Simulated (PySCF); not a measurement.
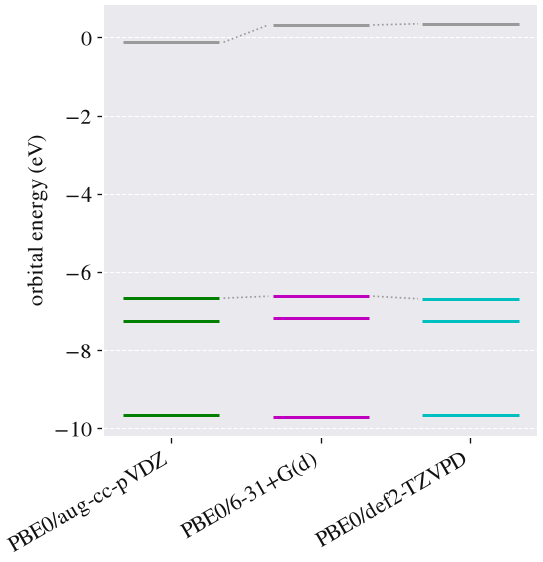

Frontier orbital energies of C₂H₈N₂ (ethylenediamine), SMILES NCCN at one geometry, PySCF, at a PBE0-D3(BJ)/def2-SVP geometry (no frequency check). Empty levels are grey, levels within 0.1 eV stand side by side; all columns show the same few orbitals around the gap. Dotted lines join the HOMOs and the LUMOs.

Compare the HOMO-LUMO separations.

Answer. The separation grows from 6.55 eV (PBE0/aug-cc-pVDZ) to 7.04 eV (PBE0/def2-TZVPD).

| level | HOMO (eV) | LUMO (eV) | separation (eV) |
| --- | --- | --- | --- |
| PBE0/aug-cc-pVDZ | −6.67 | −0.12 | 6.55 |
| PBE0/6-31+G(d) | −6.62 | 0.32 | 6.94 |
| PBE0/def2-TZVPD | −6.69 | 0.35 | 7.04 |

Caveats, for all or some of the runs: empty levels above zero depend strongly on the basis; one conformer of a flexible molecule.
